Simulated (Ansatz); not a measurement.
## Electronic structure of C$_{5}$H$_{4}$FNS (SMILES Fc1ccc(S)cn1) in real space

Input file:

```
crystal:
  periodic: [false, false, false]
  atoms:
    - {symbol: C, position_ang: [0.689062, 0.394636, 0.169144]}
    - {symbol: C, position_ang: [-0.447678, 0.036418, 0.912916]}
    - {symbol: C, position_ang: [-1.614788, -0.251993, 0.202039]}
    - {symbol: C, position_ang: [-1.605189, -0.173458, -1.209384]}
    - {symbol: C, position_ang: [-0.392755, 0.199378, -1.829415]}
    - {symbol: F, position_ang: [1.827088, 0.678021, 0.822197]}
    - {symbol: N, position_ang: [0.726041, 0.475837, -1.147117]}
    - {symbol: S, position_ang: [-3.090715, -0.541416, -2.103117]}
    - {symbol: H, position_ang: [-0.406774, -0.011213, 2.010011]}
    - {symbol: H, position_ang: [-2.531991, -0.537610, 0.739211]}
    - {symbol: H, position_ang: [-2.564153, -0.328335, -3.341081]}
    - {symbol: H, position_ang: [-0.331704, 0.275739, -2.930485]}
basis:
  gaussian:
    orbitals: def2-SVPD
hamiltonian:
  xc: {name: PBE0}
output:
  forces: true
  orbitals: {seedname: orbitals}
```

Command:

```sh
ansatz run input.yaml --threads 4 --pin off --max-ram 7830MiB --events-out events.jsonl --progress --plain --runs-dir runs
```

Geometry: PBE-D3(BJ)/def2-SVP.

Level of theory: isolated molecule in a Gaussian basis; Kohn-Sham density functional theory, functional PBE0 (Ansatz).

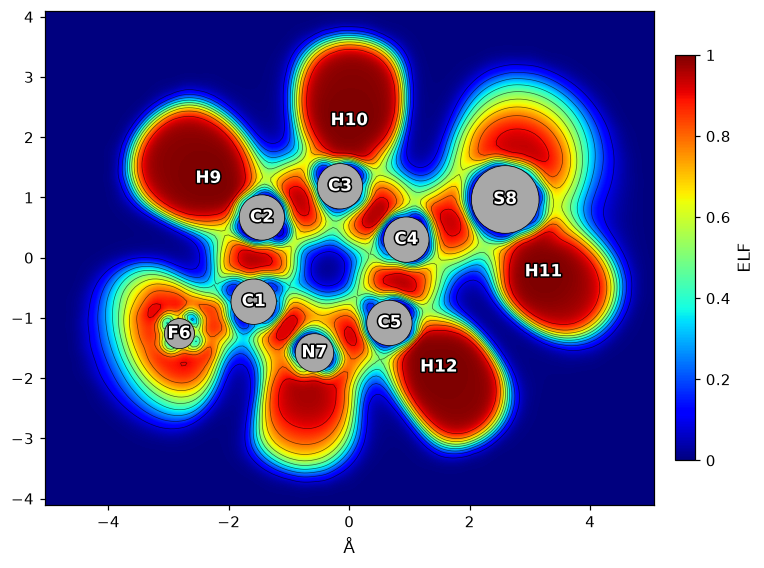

Figure 1. ELF on the molecular plane. Grey discs cover the atomic cores.

### Describe what can be read from this map.

The plane passes through C, F, N, S and H nuclei. C–N (1.32 Å): the ELF peaks at about 0.90 between the atoms; a covalent bond. C–F (1.34 Å): the ELF peaks at about 0.85 between the atoms: a polar covalent bond. C–C (1.40 Å): the ELF peaks at about 0.95 between the atoms, as expected for localised, covalent bonding. C–S (1.77 Å): the ELF peaks at about 0.95 between the atoms, as expected for a shared electron pair. C–H (1.10 Å): the ELF climbs to about 1 towards the hydrogen, as it does in any bond to H (an ordinary covalent bond to hydrogen). The ELF also peaks beside N7, F6 and S8, away from the bonds: lone-pair regions.

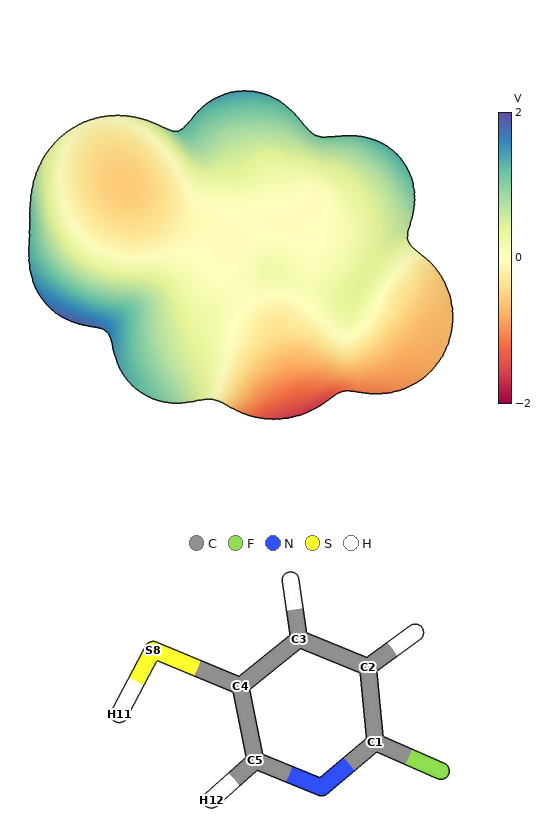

Figure 2. The electrostatic potential painted on the density surface at 0.002 e/bohr³, seen at a tilt; the colour scale runs from red (negative) to blue (positive). The bare structure is drawn below in the same view.

### Describe the electrostatic potential map.

The most negative region (about −1.6 V) lies over N7, the most positive (about +1.8 V) over H11. N7 is the likeliest acceptor of a hydrogen bond.

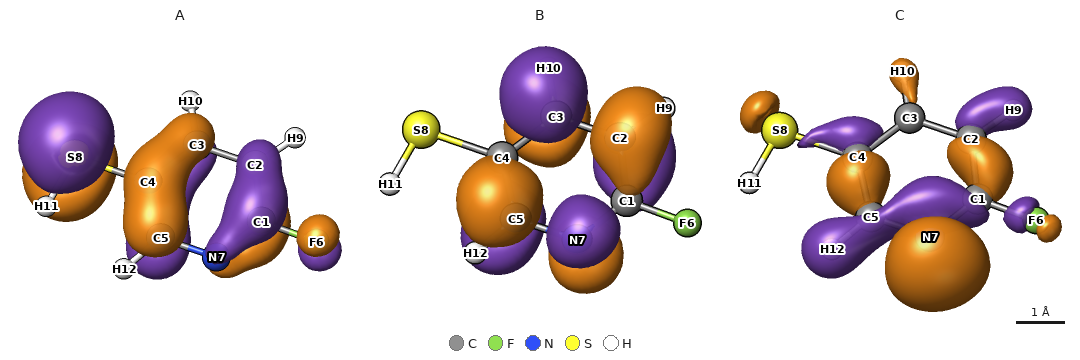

Figure 3. Three frontier orbitals at ±0.1 Å⁻³ᐟ² (orange and purple are the two phases), in no order.

### Order the three orbitals by energy and name them.

C is the HOMO−1 (−8.34 eV). By Hirshfeld shares it lies mainly on N7 (about 60 %), C5 (about 10 %) and C1 (about 10 %); it is symmetric in the molecular plane (an in-plane orbital: σ, lone-pair or in-plane π type). A is the HOMO (−6.82 eV). Its weight (Hirshfeld) is mainly on S8 (about 45 %), C4 (about 10 %), C5 (about 10 %) and C1 (about 10 %); it changes sign across the molecular plane (π type); π-bonding across C4–C5. B is the LUMO (−1.45 eV). Its weight (Hirshfeld) is mainly on C3 (about 20 %), C5 (about 20 %), N7 (about 20 %), C2 (about 15 %), C4 (about 5 %) and C1 (about 5 %); it changes sign across the molecular plane (π type); π-antibonding (a node) across C2–C3 and C5–N7.

### What is the HOMO–LUMO gap?

5.37 eV between the orbital energies.
